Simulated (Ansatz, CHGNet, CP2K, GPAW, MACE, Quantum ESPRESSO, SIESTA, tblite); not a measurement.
**Random packing of 41In2S3-59GeS2 (mol %) (84 atoms): other programs against plane waves**

One geometry of random packing of 41In2S3-59GeS2 (mol %) (84 atoms) is solved by several programs and methods. How far do their forces lie from a plane-wave PBE run?

Results are calculated, not measured.

### Step 1. The cell

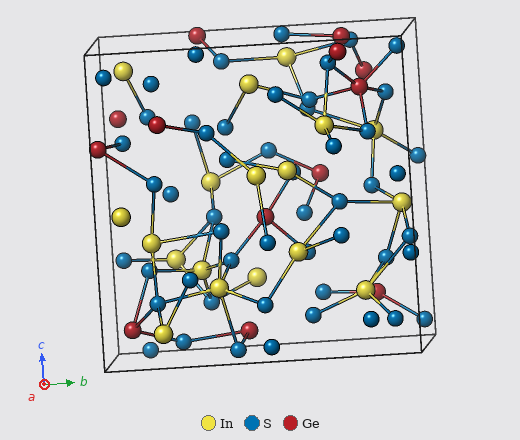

The cell (indium yellow, sulfur blue, germanium red). Bonds to atoms that aren't drawn are left out.

The cell holds 84 atoms (18 In, 53 S and 13 Ge), with edges of 12.56, 12.56 and 12.56 Å. Recipe: 84 atoms (18 In, 53 S, 13 Ge) packed at random in a cube at 3.95 g/cm³ and pushed apart as soft spheres, cations and anions kept from their own kind; a start for melting by ab initio MD, not an equilibrated structure. Then every atom was moved at random, 0.03 Å r.m.s. a Cartesian component. The density is 3.95 g/cm³.

### Step 2. The reference input

Quantum ESPRESSO 7.5: Kohn-Sham DFT, PBE, SSSP efficiency 1.3.0 pseudopotentials, plane waves. Its input, pw.in:

```
&control
  calculation = 'scf'
  pseudo_dir = './pseudo'
  outdir = './tmp'
  disk_io = 'none'
  tprnfor = .true.
  tstress = .true.
/
&system
  ibrav = 0
  nat = 84
  ntyp = 3
  ecutwfc = 45
  ecutrho = 360
  nosym = .true.
  occupations = 'smearing'
  smearing = 'fd'
  degauss = 0.003675
/
&electrons
  conv_thr = 4.2e-07
  electron_maxstep = 100
  mixing_beta = 0.4
  mixing_mode = 'plain'
  diagonalization = 'david'
/
ATOMIC_SPECIES
In 114.818 In.upf
S 32.060 S.upf
Ge 72.630 Ge.upf
CELL_PARAMETERS angstrom
12.55510 0.00000 0.00000
0.00000 12.55510 0.00000
0.00000 0.00000 12.55510
ATOMIC_POSITIONS crystal
In 0.10639 0.59302 0.90724
In 0.00879 0.32433 0.52367
In 0.53000 0.48930 0.85252
In 0.48722 0.94386 0.44878
[... 78 atom lines left out ...]
Ge 0.90789 0.21035 0.76227
Ge 0.84717 0.79005 0.95449
K_POINTS gamma
```

```console
$ OMP_NUM_THREADS=1 mpirun -np 4 pw.x -in pw.in > output.txt
```

It took 13 min on 4 MPI ranks of Arm Neoverse V2, shared host; peak memory 5.5 GiB.

It converged with an r.m.s. force component of 0.75 eV/Å and a pressure of 2.4 GPa.

### Step 3. The other programs

- CHGNet: machine-learned potential, published weights.
- CP2K 2026.2: Gaussian basis with GTH pseudopotentials and a plane-wave density; labels give functional, basis (MOLOPT sets; SR short-range, UZH the newer set with its own potentials), grid cutoff/relative cutoff and solver (OT: orbital transformation; TRS4, TC2, SIGN: linear-scaling purification with its sparsity filter), or its built-in tight binding.
- GPAW 26.7.0: PAW with atomic orbitals (LCAO), plane waves or a real-space grid of spacing h.
- MACE: machine-learned potential, published weights.
- SIESTA 5.4.2: numerical atomic orbitals, whose automatically made sets are far from complete, with PseudoDojo norm-conserving potentials that we converted to its format (checked against plane waves on the same files for H, C, O, Si, Ge and Ca alone); labels give functional, basis size, energy shift and mesh cutoff.
- tblite 0.8.0: extended tight binding, driven from Python.

All use the same cell and atoms, and the electronic-structure runs the same k-mesh.

### Step 4. All runs compared

Differences are against the reference: forces as r.m.s. over components, share as that over the reference's r.m.s. force, slope as the fitted ratio of a run's forces to the reference's.

```csv
run,"Δ force, r.m.s. (meV/Å)",share (%),slope,Δ pressure (GPa),cores,CPU time,memory (GiB)
reference,-,-,-,-,4,54 min,5.5
CHGNet 0.3.0 potential,357,47.7,0.861,-0.233,1,2.8 s,0.66
"CP2K PBE+rVV10L, DZVP-MOLOPT-SR, 350/50 Ry, diagonalisation",59.7,7.99,1.026,-0.223,2,13 min,4.4
"CP2K PBE, DZVP-MOLOPT-SR, 175/50 Ry, diagonalisation (coarse)",47.2,6.31,1.020,0.665,2,5.6 min,1.2
"CP2K PBE, DZVP-MOLOPT-SR, 350/50 Ry, diagonalisation",41.7,5.57,1.020,0.599,2,6.4 min,2.4
"CP2K PBE, SZV-MOLOPT-SR, 350/50 Ry, diagonalisation (coarse)",371,49.5,1.314,2.84,1,5.1 min,2.1
"CP2K PBE, TZV2P-MOLOPT (SR for In, Ge), 350/50 Ry, diagonalisation",45.1,6.03,1.022,0.605,4,17 min,5.2
"CP2K PBE, TZVP-UZH, 350/50 Ry, diagonalisation",49.9,6.67,1.027,0.676,4,10 min,5.2
"GPAW PBE, LCAO dzp, h 0.2 Å",144,19.2,1.083,-,1,4.9 min,1.9
"GPAW PBE, LCAO szp(dzp), h 0.2 Å (coarse)",320,42.7,1.178,-,1,3.8 min,1.8
"GPAW RPBE, LCAO dzp, h 0.2 Å",158,21.2,1.113,-,1,5.1 min,1.9
MACE MP-0b2 small potential,299,40.0,0.987,0.699,1,5.3 s,0.67
MACE MP-0b3 medium potential,231,30.9,0.921,-0.059,1,6.8 s,0.86
"SIESTA PBE, DZ, shift 0.01 Ry, mesh 300 Ry (coarse)",483,64.6,1.290,3.14,1,4.1 min,1.1
"SIESTA PBE, DZP, shift 0.01 Ry, mesh 300 Ry",204,27.3,1.091,0.655,2,11 min,2.0
"SIESTA PBE, SZ, shift 0.02 Ry, mesh 300 Ry (coarse)",730,97.6,1.485,2.88,1,2.7 min,0.79
tblite GFN2-xTB,255,34.1,0.867,-0.862,1,22 s,0.17
tblite IPEA1-xTB,593,79.2,1.123,-6.62,1,8.5 s,0.17
```

Rows marked coarse were listed beforehand as settings not expected to be converged; some can still land near the reference.

Times of the machine-learned potentials are mostly Python's start and the loading of weights.

Runs without a result: CP2K GFN1-xTB, diagonalisation (not converged); SIESTA PBE, SZ, shift 0.01 Ry, mesh 300 Ry (cut off at its time limit).

CPU time is summed over cores on shared hosts, so it is rough.

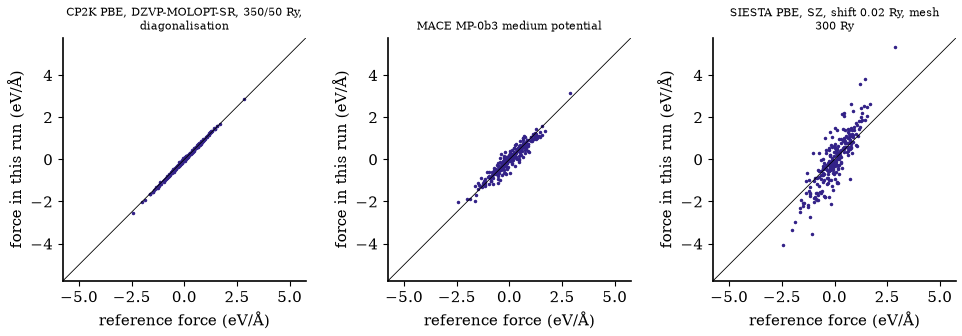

Force components against those of the reference; the line marks equality.

### Step 5. Findings

Forces lie from 5.6 % (CP2K PBE, DZVP-MOLOPT-SR, 350/50 Ry, diagonalisation) to 98 % (SIESTA PBE, SZ, shift 0.02 Ry, mesh 300 Ry, coarse) of the reference's r.m.s. force of 0.75 eV/Å away from it. The PBE runs in local orbitals, coarse settings apart, differ by 5.6 % (CP2K PBE, DZVP-MOLOPT-SR, 350/50 Ry, diagonalisation) to 27 % (SIESTA PBE, DZP, shift 0.01 Ry, mesh 300 Ry); basis, grid and potentials can all enter. Tight binding differs by 34 % (tblite GFN2-xTB) to 79 % (tblite IPEA1-xTB); it is another model, with fitted parameters of its own, and the xTB methods hold dispersion. Machine-learned potentials differ by 31 % (MACE MP-0b3 medium potential) to 48 % (CHGNet 0.3.0 potential); they were trained on other programs' data.

Rows with another functional or a dispersion term differ by 8.0 % (CP2K PBE+rVV10L, DZVP-MOLOPT-SR, 350/50 Ry, diagonalisation) to 21 % (GPAW RPBE, LCAO dzp, h 0.2 Å), which mixes the change of model with differences of basis and potentials. IPEA1-xTB was fitted to ionisation energies and electron affinities, not to forces or charges. Runs with settings chosen to be coarse differ by 6.3 % (CP2K PBE, DZVP-MOLOPT-SR, 175/50 Ry, diagonalisation) to 98 % (SIESTA PBE, SZ, shift 0.02 Ry, mesh 300 Ry), their programs' other errors included. CP2K PBE, SZV-MOLOPT-SR, 350/50 Ry, diagonalisation stiffens the forces by a factor of 1.31 while following their directions (correlation 0.960); the slopes of the 6 CP2K runs lie between 1.02 and 1.31. From CP2K PBE, DZVP-MOLOPT-SR, 175/50 Ry, diagonalisation to the finer CP2K PBE, DZVP-MOLOPT-SR, 350/50 Ry, diagonalisation the share falls from 6.3 to 5.6 %. Pressures at PBE, coarse settings apart, lie +0.60 to +0.68 GPa from the reference's.

**Limits.** Periodic xTB results under one method name differ between programs and library versions. The potentials hold different valence shells: 734 electrons in the reference, 604 in CP2K with TZVP-UZH and 604 in GPAW; this bears on time and differences. GPAW's setups keep the filled d shell of Ge in the core. The reference's pressure holds the uncorrected Pulay stress of its 45 Ry basis, so small pressure differences may be the reference's own error. Machine-learned potentials mimic data converged in k, so the reference's own k-point error enters their differences. The electronic-structure runs sample only Γ, in a cell whose shortest periodic width is 13 Å, which is coarse for a cell with partly filled levels. The reference's pressure of 2.4 GPa reflects the volume that the recipe set, positions that aren't this level's minimum and the basis. CP2K warns in some runs that its smearing reaches the highest orbitals computed, so too few empty orbitals were added. Spin–orbit coupling is left out. The reference has no spin polarisation, so local moments can't form. Where levels are smeared, the DFT runs use Fermi–Dirac occupations at 580 K (0.05 eV), and energies are free energies. The atoms were displaced at random, and shares hang on the size of the forces that this gives. The reference's cutoffs and mesh weren't converged further here.

[Logs are printed without paths, hosts, clocks, repeated set-up lines and the standing remarks that a program may print on its own settings, such as how far it seeks lower states.]

[Hosts, paths, dates, database ids (printed as entryN), source tags and the programs' standing remarks are cut or masked in the printed files.]

[Cells were taken only where this reference lay near another plane-wave run.]
